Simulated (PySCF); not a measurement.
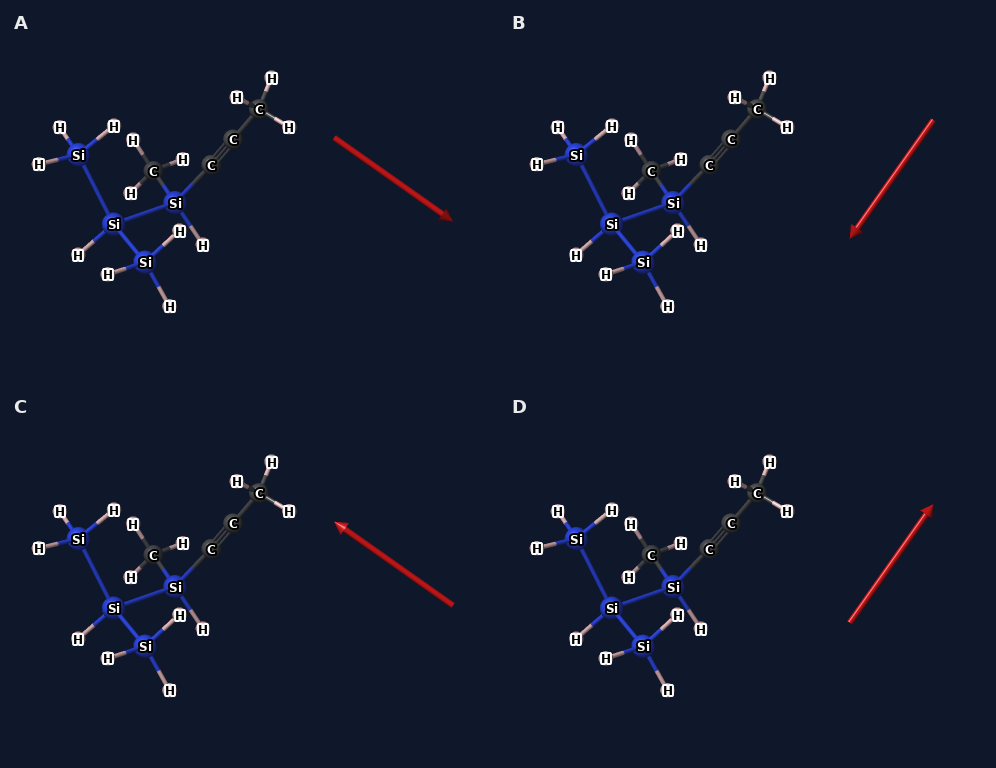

The same molecule four times, each with an arrow. The geometry was computed by an optimisation with PBE0-D3(BJ)/def2-SVP. No frequency run is at hand to confirm it as a minimum. Method: ωB97X-D/def2-SVPD, gas phase (PySCF 2.14.0).

**Which arrow points along the dipole moment, from the negative to the positive end?**

D. The dipole moment is 1.46 D.
